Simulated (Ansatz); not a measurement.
# Sn(vinyl)3(NMe2) (C8H15NSn): single points with varied inputs

Aim: run Sn(vinyl)3(NMe2) (C8H15NSn) under a spread of inputs, and see what each costs and gives.

The runs use Ansatz 0.2.0, Gaussian basis; the settings change from run to run.

## Step 1: The relaxed structure

An earlier PBE-D4/def2-SVP relaxation fixed the geometry. Sn takes a core potential in def2 sets; no spin-orbit term is included.

25 atoms, charge 0, spin multiplicity 1.

Atoms are counted from 1 here; the program's logs count them from 0.

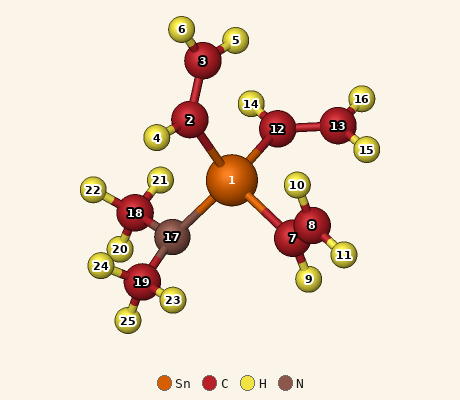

The geometry (tin orange, carbon red, hydrogen yellow, nitrogen brown); atoms are numbered from 1 in the order of the file.

Coordinates:

```
Sn    0.08655    0.19983   -0.00090
C     0.01948    0.12089    2.16431
C    -0.46234    1.14149    2.89845
H     0.39116   -0.78490    2.67782
H    -0.84562    2.06821    2.43415
H    -0.49955    1.10695    4.00344
C     2.13639    0.37196   -0.63667
C     3.11687    0.74906    0.20510
H     2.37821    0.15769   -1.69378
H     2.92191    0.97212    1.26965
H     4.16711    0.85308   -0.12475
C    -1.09362    1.86815   -0.68303
C    -0.52132    2.97700   -1.18900
H    -2.19542    1.82219   -0.59907
H     0.57452    3.07942   -1.29208
H    -1.11977    3.84272   -1.52797
N    -0.64257   -1.50587   -0.93430
C    -2.07351   -1.71854   -0.97286
C     0.11476   -2.72853   -0.77065
H    -2.34397   -2.39671   -1.81863
H    -2.61184   -0.76290   -1.14454
H    -2.50175   -2.18537   -0.04545
H     1.20597   -2.52068   -0.77514
H    -0.11422   -3.29615    0.17151
H    -0.08740   -3.43116   -1.61561
```

## Step 2: r2SCAN50/def2-SVP

This run has atoms shaken by 0.03 Å, D3(BJ) with three-body dispersion.

Input file in.yaml:

```yaml
crystal:
  periodic: [false, false, false]
  atoms:
    - {symbol: Sn, position_ang: [0.081238, 0.164908, -0.009262]}
    - {symbol: C, position_ang: [0.039981, 0.050684, 2.155687]}
    - {symbol: C, position_ang: [-0.481262, 1.115366, 2.845237]}
    - {symbol: H, position_ang: [0.396885, -0.796581, 2.621364]}
    - {symbol: H, position_ang: [-0.847584, 2.041079, 2.437929]}
    - {symbol: H, position_ang: [-0.487233, 1.125425, 4.047615]}
    - {symbol: C, position_ang: [2.187646, 0.359228, -0.638275]}
    - {symbol: C, position_ang: [3.119631, 0.746148, 0.206146]}
    - {symbol: H, position_ang: [2.384679, 0.181658, -1.700533]}
    - {symbol: H, position_ang: [2.907440, 0.975099, 1.257739]}
    - {symbol: H, position_ang: [4.140414, 0.841482, -0.093354]}
    - {symbol: C, position_ang: [-1.064168, 1.887360, -0.689910]}
    - {symbol: C, position_ang: [-0.508550, 2.994825, -1.154555]}
    - {symbol: H, position_ang: [-2.197598, 1.825166, -0.552084]}
    - {symbol: H, position_ang: [0.612843, 3.022050, -1.287548]}
    - {symbol: H, position_ang: [-1.081835, 3.881205, -1.544539]}
    - {symbol: N, position_ang: [-0.601362, -1.508836, -0.934488]}
    - {symbol: C, position_ang: [-2.059906, -1.716012, -0.973126]}
    - {symbol: C, position_ang: [0.095712, -2.675359, -0.778194]}
    - {symbol: H, position_ang: [-2.356711, -2.373968, -1.797748]}
    - {symbol: H, position_ang: [-2.636616, -0.807808, -1.153395]}
    - {symbol: H, position_ang: [-2.481565, -2.171579, -0.071842]}
    - {symbol: H, position_ang: [1.217498, -2.578688, -0.742371]}
    - {symbol: H, position_ang: [-0.097558, -3.304278, 0.194294]}
    - {symbol: H, position_ang: [-0.089244, -3.453154, -1.616979]}
basis:
  gaussian: {orbitals: def2-SVP}
hamiltonian: {xc: {name: r2SCAN50}, dispersion: d3bjatm}
scf: {omitted_lower_state_checks: [starts]}
```

Command:

```console
$ ansatz run in.yaml --threads 2 --pin off --events-out ev --progress --plain --max-ram 22528MiB --backend cuda --devices 0, --max-vram 18GiB
```

Output:

```text
Functional definition: r2SCAN50
  name "r2SCAN50"
  cite "Bursch, Neugebauer, Ehlert & Grimme, J. Chem. Phys. 156, 134105 (2022) doi:10.1063/5.0086040"
  cite "Furness, Kaplan, Ning, Perdew & Sun, J. Phys. Chem. Lett. 11, 8208 (2020) doi:10.1021/acs.jpclett.0c02405"
  cite "Furness, Kaplan, Ning, Perdew & Sun, J. Phys. Chem. Lett. 11, 9248 (2020) doi:10.1021/acs.jpclett.0c03077"
  parent r2scan
  parameter a = 0.5
  parameter k0 = 0.174
  parameter k1 = 0.065
  parameter a1 = 4.9479
  exchange = (1 - a)*r2scan_x(k0 = k0, k1 = k1, a1 = a1) + a*exact_x
  correlation = r2scan_c
these checks for a lower state are left out or cut short: starts
2845 factors; their error is unknown
mean field evaluation 1: about -15833.8433 eV, gradient 6.0e1 eV
mean field evaluation 2: about -15836.8034 eV, gradient 5.1e1 eV
mean field evaluation 4: about -15843.1558 eV, gradient 2.8e0 eV
mean field evaluation 8: about -15843.1813 eV, gradient 9.3e-2 eV
mean field evaluation 16: about -15843.3497 eV, gradient 2.9e-4 eV
mean field -15843.34972473 eV, -582.2323633756 hartree, gradient 2.9e-5 eV, S^2 0.000000; 0 other end points of the search recorded, 0 dependent functions left out
reference -15843.34973410 eV, -582.2323637201 hartree; 46, 46 occupied and 181, 181 virtual orbitals, 2845 factors
Total energy: -15843.64018696 eV, -582.2430376657 hartree
Checks for a lower state left out: starts
```

Run time: 2.2 s. Hardware: 1 × H100 (card shared with other runs) with 2 threads of AMD EPYC 7R13, shared host; peak host memory 0.96 GiB.

## Step 3: HF/STO-3G

Options: atoms shaken by 0.08 Å.

Input file in.yaml:

```yaml
crystal:
  periodic: [false, false, false]
  atoms:
    - {symbol: Sn, position_ang: [0.229308, 0.093131, 0.022511]}
    - {symbol: C, position_ang: [0.043200, 0.001094, 2.282766]}
    - {symbol: C, position_ang: [-0.344437, 0.974702, 3.070804]}
    - {symbol: H, position_ang: [0.446416, -0.794677, 2.677994]}
    - {symbol: H, position_ang: [-0.707944, 2.178294, 2.512817]}
    - {symbol: H, position_ang: [-0.417189, 1.032922, 3.999756]}
    - {symbol: C, position_ang: [2.136917, 0.401215, -0.678018]}
    - {symbol: C, position_ang: [3.170452, 0.864804, 0.116215]}
    - {symbol: H, position_ang: [2.429217, 0.122924, -1.664959]}
    - {symbol: H, position_ang: [2.903364, 0.929360, 1.254678]}
    - {symbol: H, position_ang: [4.072963, 0.874653, -0.130983]}
    - {symbol: C, position_ang: [-1.095188, 1.989127, -0.627766]}
    - {symbol: C, position_ang: [-0.722061, 2.986228, -1.230229]}
    - {symbol: H, position_ang: [-2.180434, 1.804941, -0.486530]}
    - {symbol: H, position_ang: [0.534794, 3.261726, -1.324163]}
    - {symbol: H, position_ang: [-1.189263, 3.919004, -1.541500]}
    - {symbol: N, position_ang: [-0.574624, -1.548993, -1.005798]}
    - {symbol: C, position_ang: [-2.044539, -1.772274, -0.902836]}
    - {symbol: C, position_ang: [0.121153, -2.763053, -0.716564]}
    - {symbol: H, position_ang: [-2.469590, -2.404161, -1.787533]}
    - {symbol: H, position_ang: [-2.706462, -0.818576, -1.211631]}
    - {symbol: H, position_ang: [-2.339137, -2.160085, -0.111318]}
    - {symbol: H, position_ang: [1.345962, -2.476970, -0.680668]}
    - {symbol: H, position_ang: [-0.022804, -3.379182, 0.233505]}
    - {symbol: H, position_ang: [-0.003691, -3.375936, -1.672828]}
basis:
  gaussian: {orbitals: STO-3G}
hamiltonian: {xc: {name: HF}}
scf: {omitted_lower_state_checks: [starts]}
```

The command is unchanged.

Output:

```text
Functional definition: HF
  name "HF"
  cite "Fock, Z. Phys. 61, 126 (1930) doi:10.1007/BF01340294"
  parent pbe
  exchange = exact_x
  correlation = 0
these checks for a lower state are left out or cut short: starts
1206 factors; integrals over basis functions are off by at most 4.4e-5 eV
mean field evaluation 1: about -172099.3881 eV, gradient 2.3e1 eV
mean field evaluation 2: about -172099.7685 eV, gradient 2.3e1 eV
mean field evaluation 4: about -172102.0168 eV, gradient 2.2e0 eV
mean field evaluation 8: about -172102.0349 eV, gradient 1.6e-4 eV
mean field -172102.03488136 eV, -6324.6331269408 hartree, gradient 1.4e-5 eV, S^2 0.000000; 0 other end points of the search recorded, 0 dependent functions left out
reference -172102.03488136 eV, -6324.6331269408 hartree; 60, 60 occupied and 27, 27 virtual orbitals, 1206 factors
Total energy: -172102.03488136 eV, -6324.6331269408 hartree
Checks for a lower state left out: starts
```

Run time: 1.5 s. Hardware: 1 × H100 (card shared with other runs) with 2 threads of AMD EPYC 7R13, shared host; peak host memory 0.78 GiB.

## Step 4: r2SCAN50/STO-3G

Set apart from the defaults: unrestricted orbitals, atoms shaken by 0.03 Å, D3(BJ) dispersion.

Input file in.yaml:

```yaml
crystal:
  periodic: [false, false, false]
  atoms:
    - {symbol: Sn, position_ang: [0.109853, 0.206471, -0.032514]}
    - {symbol: C, position_ang: [-0.007752, 0.114784, 2.149563]}
    - {symbol: C, position_ang: [-0.430645, 1.168815, 2.941044]}
    - {symbol: H, position_ang: [0.377604, -0.795850, 2.646810]}
    - {symbol: H, position_ang: [-0.789811, 2.001360, 2.429617]}
    - {symbol: H, position_ang: [-0.514519, 1.117714, 4.067622]}
    - {symbol: C, position_ang: [2.128202, 0.370076, -0.642326]}
    - {symbol: C, position_ang: [3.121713, 0.738998, 0.234160]}
    - {symbol: H, position_ang: [2.441985, 0.172076, -1.688448]}
    - {symbol: H, position_ang: [2.915733, 0.958563, 1.247578]}
    - {symbol: H, position_ang: [4.234691, 0.808092, -0.074959]}
    - {symbol: C, position_ang: [-1.089856, 1.846414, -0.626936]}
    - {symbol: C, position_ang: [-0.533957, 2.993030, -1.215565]}
    - {symbol: H, position_ang: [-2.157167, 1.862178, -0.616186]}
    - {symbol: H, position_ang: [0.557409, 3.123258, -1.303041]}
    - {symbol: H, position_ang: [-1.148329, 3.784047, -1.516276]}
    - {symbol: N, position_ang: [-0.605753, -1.539738, -0.938108]}
    - {symbol: C, position_ang: [-2.081573, -1.753756, -0.925264]}
    - {symbol: C, position_ang: [0.074120, -2.728706, -0.765869]}
    - {symbol: H, position_ang: [-2.356118, -2.342341, -1.838924]}
    - {symbol: H, position_ang: [-2.621537, -0.705426, -1.176632]}
    - {symbol: H, position_ang: [-2.515351, -2.211893, -0.060753]}
    - {symbol: H, position_ang: [1.197816, -2.490677, -0.757695]}
    - {symbol: H, position_ang: [-0.137610, -3.336129, 0.176372]}
    - {symbol: H, position_ang: [-0.117273, -3.438478, -1.568509]}
basis:
  gaussian: {orbitals: STO-3G}
magnetization: {spin_polarized: true, initial_magnetization: 0}
hamiltonian: {xc: {name: r2SCAN50}, dispersion: d3bj}
scf: {omitted_lower_state_checks: [starts]}
```

Launched as before.

Output, shortened:

```text
Warning: the engine holds no damping parameters fitted to this dispersion correction and functional, so the run takes those fitted to r2scan50 beside the three-body term, which d3bj leaves out (hamiltonian.dispersion, under Limitations)
Functional definition: r2SCAN50
  name "r2SCAN50"
  cite "Bursch, Neugebauer, Ehlert & Grimme, J. Chem. Phys. 156, 134105 (2022) doi:10.1063/5.0086040"
  cite "Furness, Kaplan, Ning, Perdew & Sun, J. Phys. Chem. Lett. 11, 8208 (2020) doi:10.1021/acs.jpclett.0c02405"
  cite "Furness, Kaplan, Ning, Perdew & Sun, J. Phys. Chem. Lett. 11, 9248 (2020) doi:10.1021/acs.jpclett.0c03077"
  parent r2scan
[...]
1206 factors; integrals over basis functions are off by at most 4.6e-5 eV
[...]
mean field -172234.90060386 eV, -6329.5158521833 hartree, gradient 4.2e-6 eV, S^2 0.081093; 1 other end points of the search recorded, 0 dependent functions left out
reference -172234.90061055 eV, -6329.5158524290 hartree; 60, 60 occupied and 27, 27 virtual orbitals, 1206 factors
Total energy: -172235.19260965 eV, -6329.5265831981 hartree
Checks for a lower state left out: starts
```

Run time: 6 s. Hardware: 1 × H100 (card shared with other runs) with 2 threads of AMD EPYC 7R13, shared host; peak host memory 0.95 GiB.

⟨S²⟩ 0.081.

## Step 5: BLYP/def2-mTZVP

Input file in.yaml:

```yaml
crystal:
  periodic: [false, false, false]
  atoms:
    - {symbol: Sn, position_ang: [0.086552, 0.199833, -0.000905]}
    - {symbol: C, position_ang: [0.019476, 0.120889, 2.164312]}
    - {symbol: C, position_ang: [-0.462339, 1.141492, 2.898454]}
    - {symbol: H, position_ang: [0.391156, -0.784898, 2.677816]}
    - {symbol: H, position_ang: [-0.845622, 2.068208, 2.434145]}
    - {symbol: H, position_ang: [-0.499551, 1.106951, 4.003444]}
    - {symbol: C, position_ang: [2.136392, 0.371958, -0.636673]}
    - {symbol: C, position_ang: [3.116865, 0.749064, 0.205103]}
    - {symbol: H, position_ang: [2.378208, 0.157686, -1.693784]}
    - {symbol: H, position_ang: [2.921909, 0.972119, 1.269654]}
    - {symbol: H, position_ang: [4.167113, 0.853081, -0.124751]}
    - {symbol: C, position_ang: [-1.093621, 1.868148, -0.683027]}
    - {symbol: C, position_ang: [-0.521317, 2.977000, -1.188995]}
    - {symbol: H, position_ang: [-2.195420, 1.822188, -0.599069]}
    - {symbol: H, position_ang: [0.574518, 3.079421, -1.292085]}
    - {symbol: H, position_ang: [-1.119769, 3.842724, -1.527969]}
    - {symbol: N, position_ang: [-0.642568, -1.505874, -0.934298]}
    - {symbol: C, position_ang: [-2.073512, -1.718536, -0.972864]}
    - {symbol: C, position_ang: [0.114759, -2.728535, -0.770654]}
    - {symbol: H, position_ang: [-2.343975, -2.396707, -1.818626]}
    - {symbol: H, position_ang: [-2.611837, -0.762899, -1.144538]}
    - {symbol: H, position_ang: [-2.501749, -2.185368, -0.045450]}
    - {symbol: H, position_ang: [1.205966, -2.520675, -0.775142]}
    - {symbol: H, position_ang: [-0.114225, -3.296154, 0.171514]}
    - {symbol: H, position_ang: [-0.087398, -3.431157, -1.615613]}
basis:
  gaussian: {orbitals: def2-mTZVP}
hamiltonian: {xc: {name: BLYP}}
```

Launched as before.

Output:

```text
Functional definition: BLYP
  name "BLYP"
  cite "Becke, Phys. Rev. A 38, 3098 (1988) doi:10.1103/PhysRevA.38.3098"
  cite "Lee, Yang & Parr, Phys. Rev. B 37, 785 (1988) doi:10.1103/PhysRevB.37.785"
  parameter beta = 0.0042
  parameter a = 0.04918
  parameter b = 0.132
  parameter c = 0.2533
  parameter d = 0.349
  exchange = b88_x(beta = beta)
  correlation = lyp_c(a = a, b = b, c = c, d = d)
2647 factors; their error is unknown
mean field evaluation 1: about -15814.0729 eV, gradient 1.3e2 eV
mean field evaluation 2: about -15711.1947 eV, gradient 2.3e2 eV
mean field evaluation 4: about -15854.2284 eV, gradient 2.6e1 eV
mean field evaluation 8: about -15855.6874 eV, gradient 2.8e-1 eV
mean field evaluation 16: about -15855.5515 eV, gradient 5.1e-3 eV
mean field -15855.55149515 eV, -582.6807701680 hartree, gradient 1.2e-5 eV, S^2 0.000000; 0 other end points of the search recorded, 0 dependent functions left out
reference -15855.55210854 eV, -582.6807927096 hartree; 46, 46 occupied and 206, 206 virtual orbitals, 2647 factors
Total energy: -15855.55210854 eV, -582.6807927096 hartree
```

It took 1.8 s on 1 × H100 (card shared with other runs) with 2 threads of AMD EPYC 7R13, shared host; peak host memory 0.9 GiB.

## Step 6: All runs side by side

```tsv
level	charge	multiplicity	geometry	functions	energy (eV)	time
r2SCAN50/def2-SVP	0	1	shaken	227	-15843.640	2.2 s
HF/STO-3G	0	1	shaken	87	-172102.035	1.5 s
r2SCAN50/STO-3G	0	1	shaken	87	-172235.193	6 s
BLYP/def2-mTZVP	0	1	relaxed	252	-15855.552	1.8 s
```

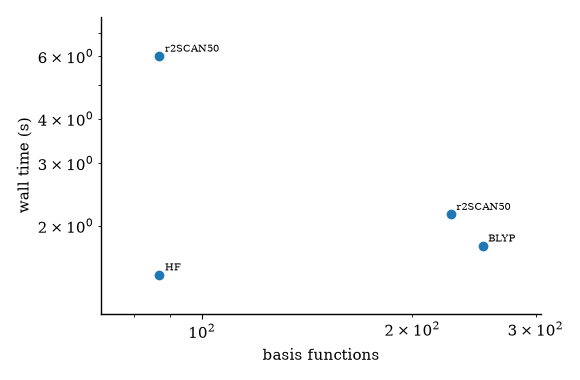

Wall time against the number of basis functions (shared host).

## Step 7: Summary of results

```
quantity                 value
    runs                     4
quickest      HF/STO-3G, 1.5 s
 slowest  r2SCAN50/STO-3G, 6 s
```

The runs differ in state or geometry as well as level, so their energies can't be set against each other. Run time spans a factor of 4, from HF/STO-3G to r2SCAN50/STO-3G.
